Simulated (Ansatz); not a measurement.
**BN (zinc blende), frozen-phonon scan**

Relaxed BN (zinc blende):

```yaml
crystal:
  lattice:
    - [0.00000, 3.60886, 3.60886]
    - [1.80443, 0.00000, 1.80443]
    - [1.80443, 1.80443, 0.00000]
  atoms:
    - { symbol: N, position: [0.37500, 0.75000, 0.75000] }
    - { symbol: N, position: [0.87500, 0.75000, 0.75000] }
    - { symbol: B, position: [0.00000, 0.00000, 0.00000] }
    - { symbol: B, position: [0.50000, 0.00000, 0.00000] }
```

The atoms are displaced by Q × the pattern below (from a DFPT mode at L = (0.5, 0.0, 0.0), largest move 1; Q in Å), at fixed cell. It is one choice among 2 degenerate patterns. (q is in reciprocal vectors of the primitive cell; the cell shown is doubled to hold the pattern.)

```tsv
atom	x	y	z
N1	0.217	-0.395	0.611
N2	-0.217	0.395	-0.611
B3	0.285	-0.520	0.805
B4	-0.285	0.520	-0.805
```

Calculation: r2SCAN (plane waves to 500 eV, PAW, scalar-relativistic; Ansatz, a quantum-chemistry and plane-wave program). k mesh 8×16×16 (Γ-centred), Fermi-Dirac smearing 0.05 eV. Energies are smeared free energies. BN was relaxed with its symmetry unable to fall. The PAW data are Ansatz's earlier set. ΔE is measured from the undisplaced structure.

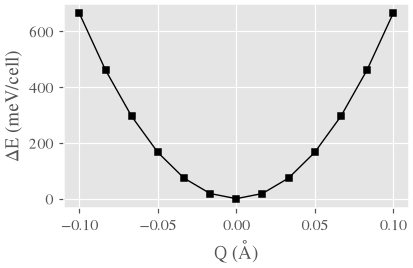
*ΔE (meV/cell) against Q (Å); one marker a computed point.*

The energy at Q = 0.100 Å is 665 meV/cell. Wavenumber by perturbation theory (DFPT, on another k mesh): 978 cm⁻¹. Harmonic wavenumber from the curvature (finite differences): 978 cm⁻¹. Shape of the curve: a single well with its minimum at or next to zero displacement. Space group of the distorted cell: P1 (No. 1), lowered from F-43m.

E″ = 132.85 eV/Å², M = Σ mᵢ|uᵢ|² = 37.8 u, ν̃ = 521.5·√(|E″|/M).

(For displaced atoms, the force is minus the slope of the energy, and its curvature is a force constant, which sets phonon frequencies.)
